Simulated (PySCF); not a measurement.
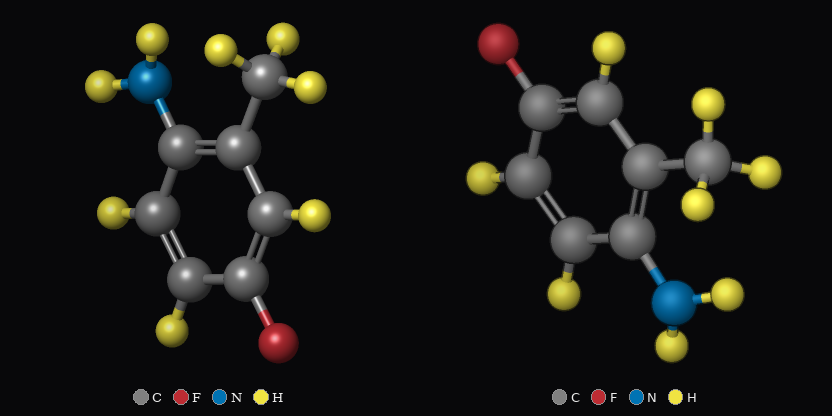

The same structure drawn twice, from different directions.

Computed geometry: GFN2-xTB optimisation. No frequency run is at hand to confirm it as a minimum.

Description:

It has 17 atoms: 7 carbon, 8 hydrogen, 1 fluorine and 1 nitrogen (C₇H₈FN). Its SMILES string is `Cc1cc(F)ccc1N`. Independent rings (smallest set): 1 of 6 members, 1 of them aromatic. Among its groups: C–F bond. Coordination, clear cases only: 1 C tetrahedral; 6 C trigonal planar.

The parts below concern this one geometry. Atoms keep their numbers from picture to picture.

**Geometry**

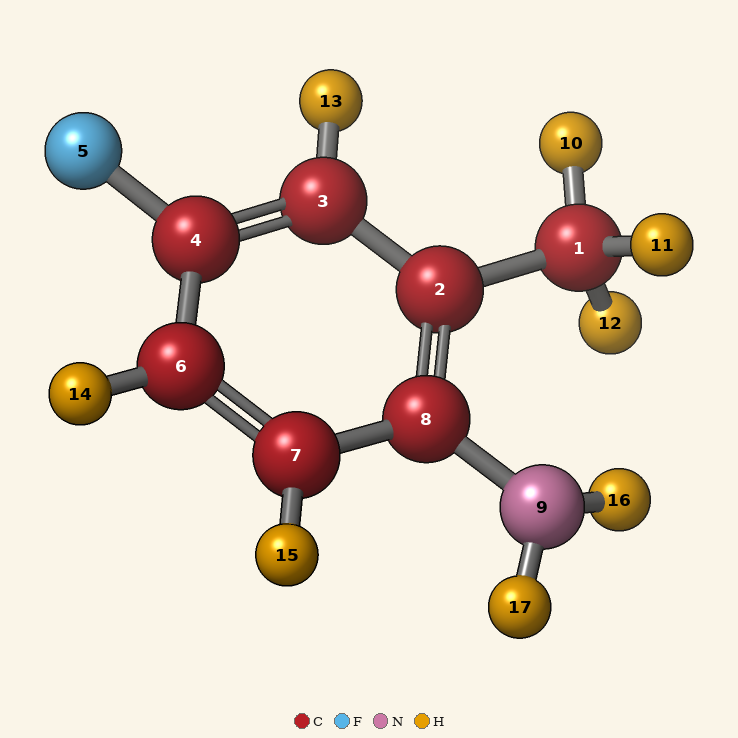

No frequency run is at hand to confirm it as a minimum.

Which atoms are bonded, and how long are the bonds? Leave out bonds to hydrogen.

| bond | length (Å) | order |
| --- | --- | --- |
| C1–C2 | 1.500 | single |
| C2–C3 | 1.384 | aromatic |
| C2–C8 | 1.405 | aromatic |
| C3–C4 | 1.383 | aromatic |
| C4–F5 | 1.356 | single |
| C4–C6 | 1.380 | aromatic |
| C6–C7 | 1.381 | aromatic |
| C7–C8 | 1.394 | aromatic |
| C8–N9 | 1.383 | single |

**Excitation**

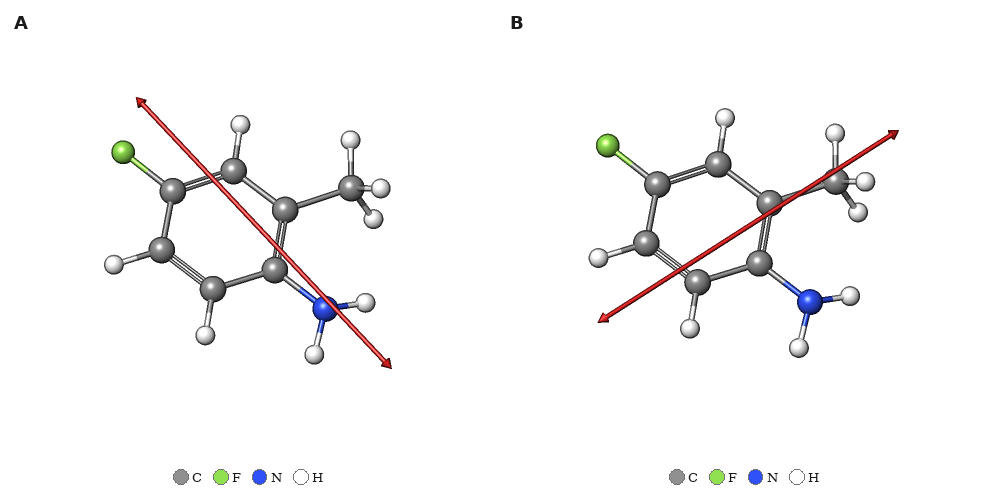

The double arrows show the directions of two transition dipoles from the ground state (lengths mean nothing). No frequency run is at hand to confirm it as a minimum. Properties computed with TDDFT PBE0/def2-SVPD, vertical, gas phase, core orbitals frozen in the response (PySCF 2.14.0).

> One belongs to singlet state 1 and one to singlet state 3. Which is which?

A: state 3, 5.65 eV (220 nm), oscillator strength 0.11, mainly HOMO → LUMO+1 (weight 0.76).
B: state 1, 4.68 eV (265 nm), oscillator strength 0.062, mainly HOMO → LUMO (weight 0.91).

**NMR shielding**

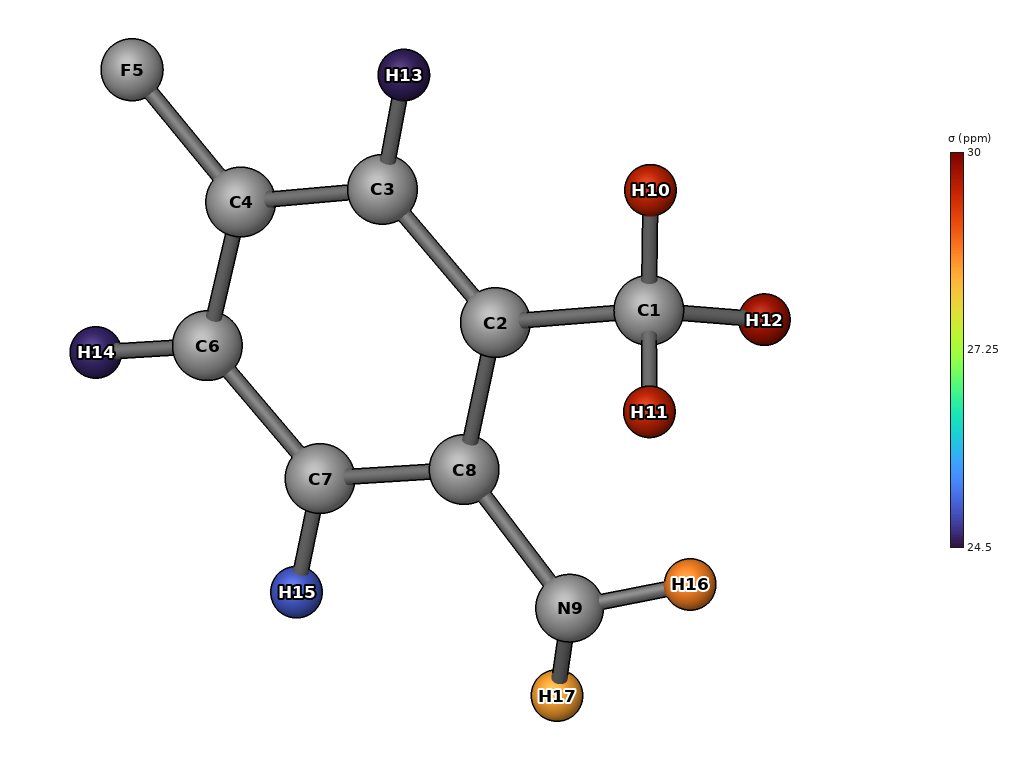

Atoms are coloured by their isotropic NMR shieldings (H only, the others grey). No frequency run is at hand to confirm it as a minimum. Properties computed with GIAO PBE0/pcSseg-1 NMR shielding, non-relativistic, gas phase (PySCF 2.14.0).

> Which H atom is the most shielded (lowest chemical shift)?

H12 (29.68 ppm).

> Which H atom is the least shielded (highest chemical shift)?

H13 (24.62 ppm).

> How wide is the range of H shifts?

5.06 ppm.

Give the isotropic NMR shieldings of the H atoms atom by atom.

```csv
atom,σ (ppm)
H10,29.45
H11,29.48
H12,29.68
H13,24.62
H14,24.66
H15,25.07
H16,28.59
H17,28.35
```

**Ring current**

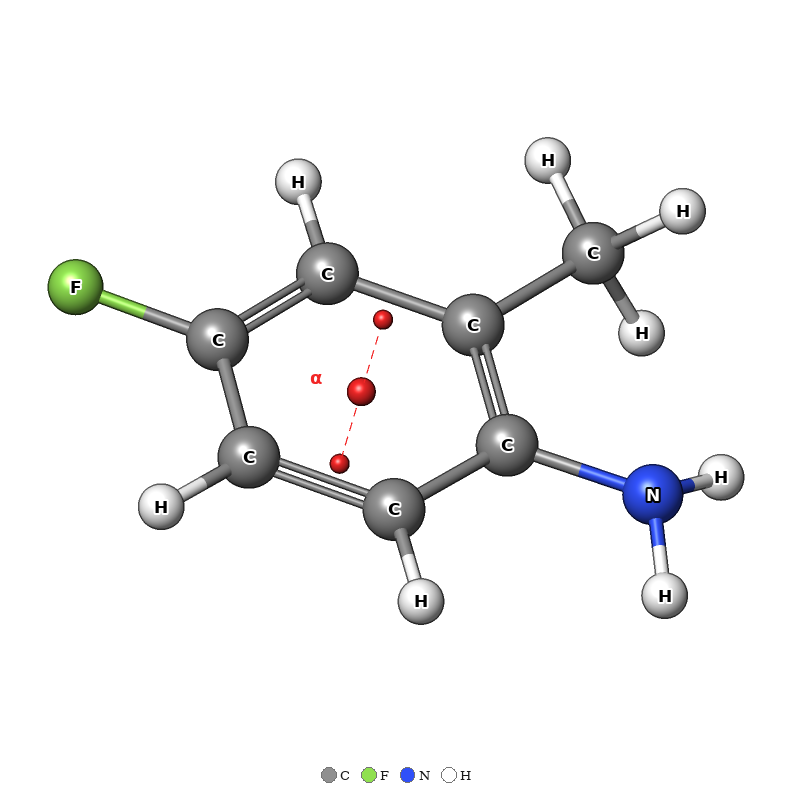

The small points mark where nucleus-independent chemical shifts (NICS) were computed: at the centre of each lettered ring and 1 Å above and below it. No frequency run is at hand to confirm it as a minimum. Properties computed with GIAO PBE0/pcSseg-1 NMR shielding, non-relativistic, gas phase (PySCF 2.14.0).

Give NICS(0), NICS(1) and the out-of-plane component NICS(1)zz for each ring (means of the two sides).

```
ring  members  NICS(0)  NICS(1)  NICS(1)zz
   α       C6    −10.3    −10.7      −25.0
```

Values in ppm.

> What do the values say about the ring currents?

Ring α: diatropic, as in an aromatic ring. NICS is one index among several.
